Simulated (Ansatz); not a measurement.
C₄H₈O (SMILES CCC(C)=O)

```xyz
13

C    -1.0959    1.3115    0.2348
C    -0.5565    0.3197   -0.7870
C    -1.6393   -0.5216   -1.4503
C    -1.1718   -1.5255   -2.4879
O    -2.8095   -0.3956   -1.1653
H    -1.6403    0.7906    1.0363
H    -1.8052    2.0097   -0.2337
H    -0.2805    1.8947    0.6885
H     0.1724   -0.3752   -0.3300
H     0.0078    0.8311   -1.5887
H    -0.4504   -2.2309   -2.0433
H    -2.0330   -2.0774   -2.8862
H    -0.6487   -1.0099   -3.3103
```

Geometry: B3LYP-D3(BJ)/def2-SVP.

All numbers below come from isolated molecule in a Gaussian basis; Kohn-Sham density functional theory, functional PBE0 (Ansatz 0.2.0).

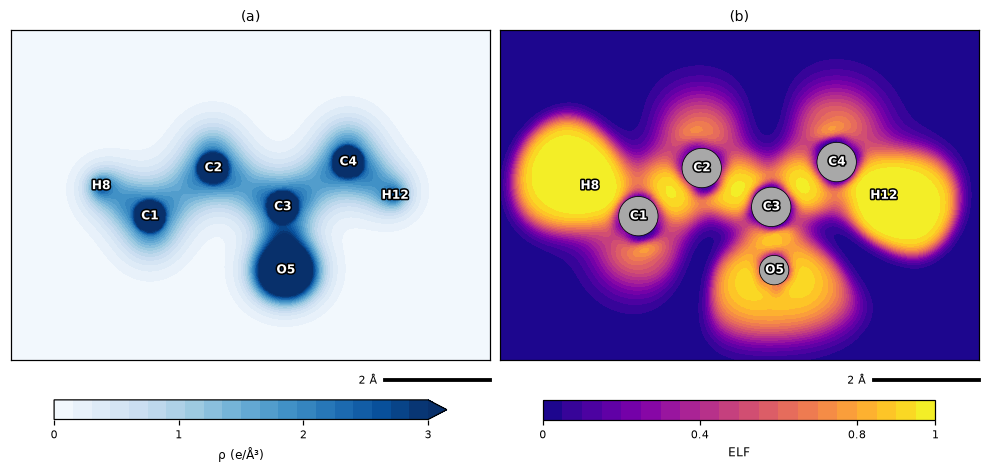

Figure 1. (a) total electron density; (b) electron localisation function on the plane of atoms C3, C4 and H12. Grey discs cover the atomic cores in the ELF map.

Read the bonding off the picture.

Answer. The plane passes through C, O and H nuclei. C–O (1.21 Å): the density is about 3.4 e/Å³ at the midpoint; the ELF peaks at about 0.85 between the atoms: a multiple bond. C–C (1.52 Å): the density is about 1.7 e/Å³ at the midpoint; the ELF peaks at about 0.95 between the atoms, as expected for localised, covalent bonding. C–H (1.10 Å): ρ is about 2 e/Å³ halfway; the ELF climbs to about 1 towards the hydrogen, as it does in any bond to H (an ordinary covalent bond to hydrogen). The ELF also peaks beside O5, away from the bonds: lone-pair regions.

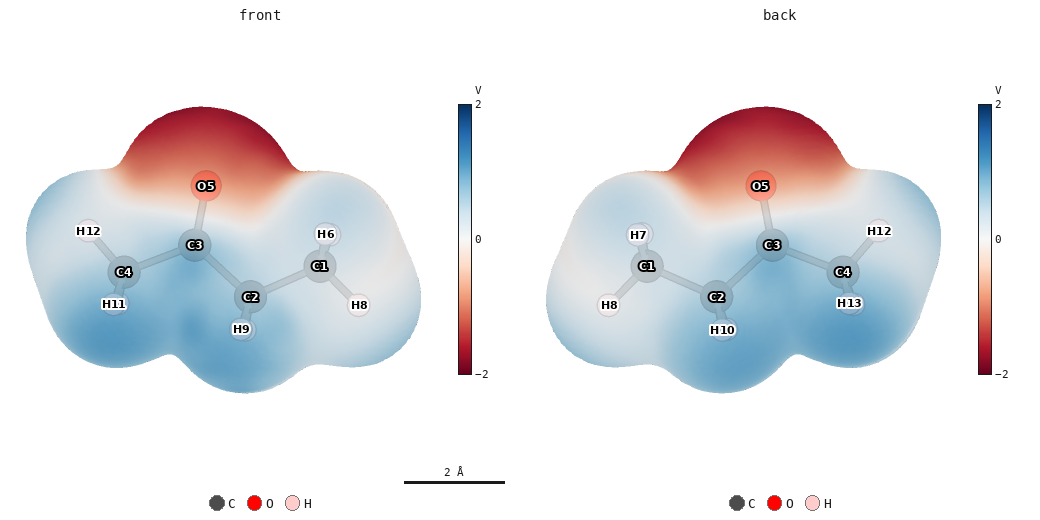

Figure 2. The molecular electrostatic potential painted on the density surface at 0.002 e/bohr³, seen from the front and from behind; the colour scale runs from red (negative) to blue (positive).

Where is the surface potential most negative and most positive?

Answer. The most negative region (about −1.8 V) lies over O5, the most positive (about +1.1 V) over H9, H11 and H13. O5 is the likeliest acceptor of a hydrogen bond.

What dipole moment does the calculation give?

Answer. Its dipole moment is 2.91 D.

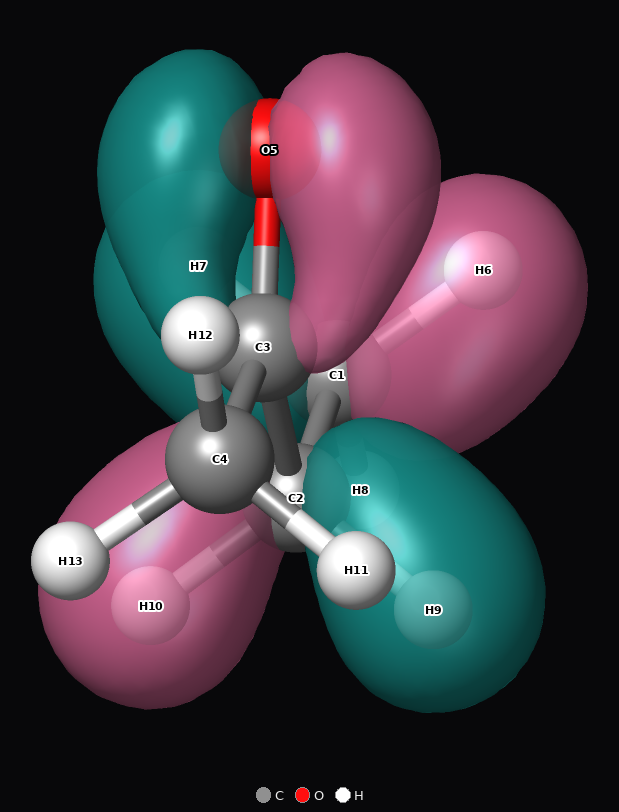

Figure 3. The HOMO−1 at ±0.15 Å⁻³ᐟ² (teal and pink are the two phases), seen at an oblique angle.

Where does this orbital lie, and at what energy?

Answer. It lies mainly on O5 (about 20 %), C2 (about 20 %), C1 (about 15 %), H9 (about 10 %), H10 (about 10 %), H6 (about 10 %) and H7 (about 10 %). Its energy is −9.74 eV.
